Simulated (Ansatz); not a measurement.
O: several calculations on one system

### Relaxation

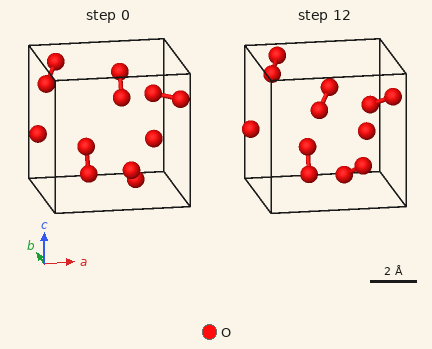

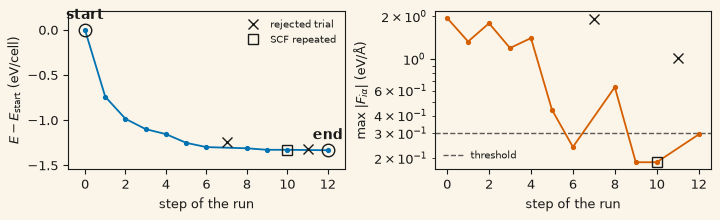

First and last geometry of a relaxation of an amorphous cell of composition O, with the history of the run. The picture is a ball-and-stick view of the cell of the calculation, seen slightly off an axis.

The cell holds 6 O2. The run prepares the start of a later molecular dynamics calculation, from a guessed geometry.

Level of theory: DFT PBE-D3(BJ), scalar-relativistic, plane waves, PAW (Ansatz).

Input file:
```yaml
crystal:
  lattice:
    - [6.087604, 0.0, 0.0]
    - [0.0, 6.087604, 0.0]
    - [0.0, 0.0, 6.087604]
  atoms:
    - { symbol: O, position: [0.2446188, 0.0759696, 0.4710259], spin: 1.0 }
    - { symbol: O, position: [0.2624045, 0.0659456, 0.2673757], spin: 1.0 }
    - { symbol: O, position: [0.6439805, 0.4029421, 0.1859336], spin: 1.0 }
    - { symbol: O, position: [0.706116, 0.5616856, 0.0726644], spin: 1.0 }
    - { symbol: O, position: [0.7837272, 0.2962098, 0.7863009], spin: 1.0 }
    - { symbol: O, position: [0.9801997, 0.260285, 0.7415997], spin: 1.0 }
    - { symbol: O, position: [0.6548658, 0.9036994, 0.7957999], spin: 1.0 }
    - { symbol: O, position: [0.6445965, 0.7808818, 0.6323966], spin: 1.0 }
    - { symbol: O, position: [0.1526806, 0.761651, 0.9341143], spin: 1.0 }
    - { symbol: O, position: [0.0582255, 0.634719, 0.8042808], spin: 1.0 }
    - { symbol: O, position: [1.0202447, 0.7548784, 0.3981004], spin: 1.0 }
    - { symbol: O, position: [0.9021567, 0.8783528, 0.2854083], spin: 1.0 }
magnetization:
  spin_polarized: true
basis:
  ecutwfc: 420.0
kpoints:
  mp_grid: { grid: [1, 1, 1] }
hamiltonian:
  xc: pbe
  dispersion: d3bj
scf:
  occupations: { method: fermi_dirac, width: 0.02 }
  lower_state_search: "off"
relax:
  f_tol: 0.3
  max_steps: 15
  adjacent_minimum: "off"
```

Command:
```bash
ansatz run input.yaml --threads 1 --pin off --max-ram 3072MiB --backend cpu --events-out ev --progress --plain --runs-dir out
```

**What do the curves and the structures tell?**

It converged. The largest move is that of O8, 1.10 Å along [−2 −1 −1]. The lattice vectors keep their values. Some distances before and after: O11–O12 1.246 → 1.217 Å. Over 9 accepted moves (12 points after the start) the energy falls by 1.331 eV per cell of the calculation. The largest force component goes from 1.9 to 0.29 eV/Å. The line search rejected the trial steps at points 7, 11 of the run. 1 step only repeated the SCF at the same geometry. The forces were under the threshold at step 6, but the run went on from there.

Limits of the set-up: the periodic images lie only 6.1 Å apart, so the values are limited by the cell's size.

### Dynamics

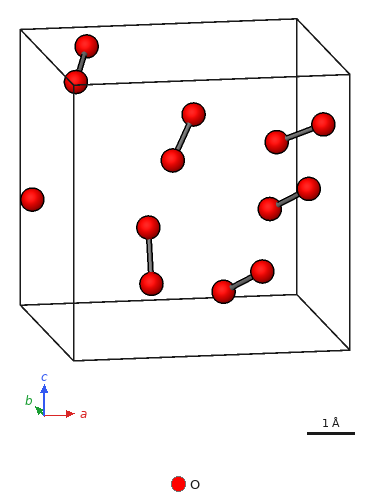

Starting frame of a dynamics run of a periodic cell with 6 O2 at 1.413 g/cm³. A ball-and-stick model of the simulation cell, seen slightly off an axis.

Method: DFT PBE-D3(BJ), scalar-relativistic, plane waves, PAW (Ansatz 0.2.0).

Input
```yaml
crystal:
  lattice:
    - [6.087604, 0.0, 0.0]
    - [0.0, 6.087604, 0.0]
    - [0.0, 0.0, 6.087604]
  atoms:
    - { symbol: O, position: [0.31479057, 0.22973264, 0.42519546], spin: 0.56 }
    - { symbol: O, position: [0.31651403, 0.179864, 0.23065118], spin: 0.56 }
    - { symbol: O, position: [0.76096098, 0.40475904, 0.21290476], spin: 0.56 }
    - { symbol: O, position: [0.64630196, 0.53835477, 0.11694348], spin: 0.56 }
    - { symbol: O, position: [0.78646888, 0.26739922, 0.70893917], spin: 0.56 }
    - { symbol: O, position: [0.93453962, 0.15920146, 0.7891228], spin: 0.56 }
    - { symbol: O, position: [0.58982081, 0.80895176, 0.70746305], spin: 0.56 }
    - { symbol: O, position: [0.49454108, 0.7051245, 0.56533735], spin: 0.56 }
    - { symbol: O, position: [0.19250985, 0.75472791, 0.98070215], spin: 0.56 }
    - { symbol: O, position: [0.12248703, 0.59203136, 0.88726471], spin: 0.56 }
    - { symbol: O, position: [1.00513896, 0.80221066, 0.42287792], spin: 0.56 }
    - { symbol: O, position: [0.88974272, 0.93486279, 0.32759847], spin: 0.56 }
magnetization:
  spin_polarized: true
basis:
  ecutwfc: 420.0
kpoints:
  mp_grid: { grid: [1, 1, 1] }
hamiltonian:
  xc: pbe
  dispersion: d3bj
scf:
  occupations: { method: fermi_dirac, width: 0.02 }
  lower_state_search: "off"
md:
  timestep: 1.5
  n_steps: 150
  ensemble: nvt_langevin
  temperature: 350.0
  initial_velocities: maxwell_boltzmann
  seed: 201699
  friction: 0.02
```

Run as
```bash
ansatz run input.yaml --threads 1 --pin off --max-ram 3072MiB --backend cpu --events-out ev --progress --plain --runs-dir out
```

What does the trajectory do?

The mean temperature in the second half is 312 K (standard deviation 66 K). The potential energy in the second half lies on average 26.4 meV per atom above the first frame. In the second half of the run the atoms are, in the root-mean-square, this far from where they began (common drift taken out): O 0.40 Å. The heavy atoms stay within a fraction of a molecule's size of their starting places; so short a run doesn't tell a liquid from a solid.

Along the run (each row but the first and the last is the mean over the interval that it begins):

| time (fs) | potential energy (meV/atom) | T (K) |
| --- | --- | --- |
| 0.0 | 0.0 | 321 |
| 37.5 | 21.0 | 251 |
| 75.0 | 19.2 | 328 |
| 112.5 | 23.1 | 307 |
| 150.0 | 27.2 | 309 |
| 187.5 | 28.9 | 326 |
| 225.0 | 28.4 | 179 |

The paths of the atoms:

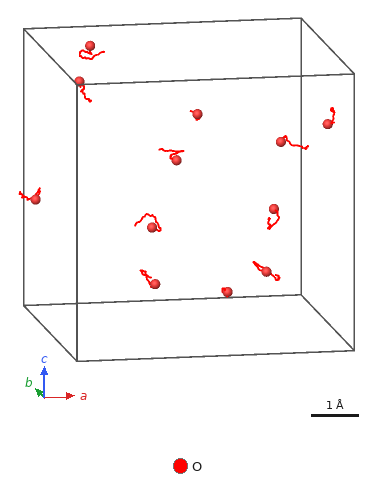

Limits of the set-up: the periodic images lie only 6.1 Å apart, so the values are limited by the cell's size.

### Dynamics

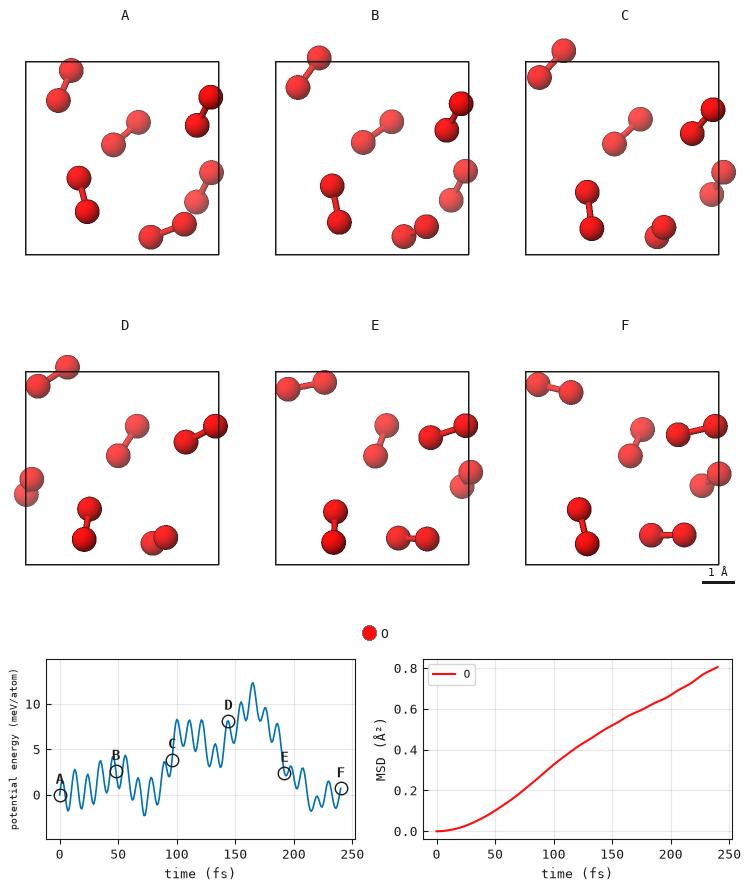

Molecular dynamics of a periodic cell with 6 O2 at 1.413 g/cm³, 240 fs long. It starts from the last geometry of an earlier run, with fresh velocities. Frames (A at 0 fs, B at 48 fs, C at 96 fs, D at 144 fs, E at 192 fs, F at 240 fs) and the history of the run. The picture is a ball-and-stick view of the simulation cell, seen along the b axis. Atoms that leave the cell re-enter on the other side.

Theory: Ansatz 0.2.0, DFT PBE-D3(BJ), scalar-relativistic, plane waves, PAW. Set-up: plane-wave cutoff 420 eV; k-point mesh 1 × 1 × 1; Fermi-Dirac smearing 0.02 eV; spin collinear; Nosé-Hoover thermostat (NVT); set temperature 350 K; time step 1 fs; thermostat time 50.0 fs.

The input:
```yaml
crystal:
  lattice:
    - [6.087604, 0.0, 0.0]
    - [0.0, 6.087604, 0.0]
    - [0.0, 0.0, 6.087604]
  atoms:
    - { symbol: O, position: [0.27222425, 0.26963231, 0.3928753], spin: 1.0 }
    - { symbol: O, position: [0.31514143, 0.18859208, 0.21906327], spin: 1.0 }
    - { symbol: O, position: [0.8193097, 0.47474378, 0.15398485], spin: 1.0 }
    - { symbol: O, position: [0.64501157, 0.54687021, 0.086782], spin: 1.0 }
    - { symbol: O, position: [0.88494851, 0.21504074, 0.66652194], spin: 1.0 }
    - { symbol: O, position: [0.9558675, 0.09685285, 0.81234294], spin: 1.0 }
    - { symbol: O, position: [0.58079274, 0.8407322, 0.68188802], spin: 1.0 }
    - { symbol: O, position: [0.45128874, 0.7460179, 0.56525049], spin: 1.0 }
    - { symbol: O, position: [0.23243124, 0.64266423, 0.95092846], spin: 1.0 }
    - { symbol: O, position: [0.16568635, 0.54554875, 0.79508404], spin: 1.0 }
    - { symbol: O, position: [0.95946455, 0.79510405, 0.42166307], spin: 1.0 }
    - { symbol: O, position: [0.88174534, 0.89310832, 0.26877347], spin: 1.0 }
magnetization:
  spin_polarized: true
basis:
  ecutwfc: 420.0
kpoints:
  mp_grid: { grid: [1, 1, 1] }
hamiltonian:
  xc: pbe
  dispersion: d3bj
scf:
  occupations: { method: fermi_dirac, width: 0.02 }
  lower_state_search: "off"
md:
  timestep: 1
  n_steps: 240
  ensemble: nvt_nose_hoover
  temperature: 350.0
  initial_velocities: maxwell_boltzmann
  seed: 543492
  nose_hoover: { tau: 50.0, chain_length: 3 }
```

Run as
```bash
ansatz run input.yaml --threads 1 --pin off --max-ram 3072MiB --backend cpu --events-out ev --progress --plain --runs-dir out
```

> What happens in this trajectory?

Over the second half the temperature averages 410 K (spread ±47 K). The potential energy is still drifting at the end, so the run hasn't reached equilibrium. The potential energy in the second half lies on average 4.5 meV per atom above the first frame. Root-mean-square distances from the starting positions over the second half, with the common drift of all atoms taken out: O 0.78 Å. The heavy atoms stay within a fraction of a molecule's size of their starting places; so short a run doesn't tell a liquid from a solid. The conserved quantity stays between −0.052 and 0.075 meV per atom of its start. A straight-line fit has a slope that amounts to +0.038 meV per atom over 240 fs (under 0.1 % of the mean kinetic energy), and the ripple about it is 0.5 % of the kinetic energy's fluctuation. With a drift under 2 % and a ripple under 7 %, the integration is accurate.

Limits of the set-up: the periodic images lie only 6.1 Å apart, so the values are limited by the cell's size.
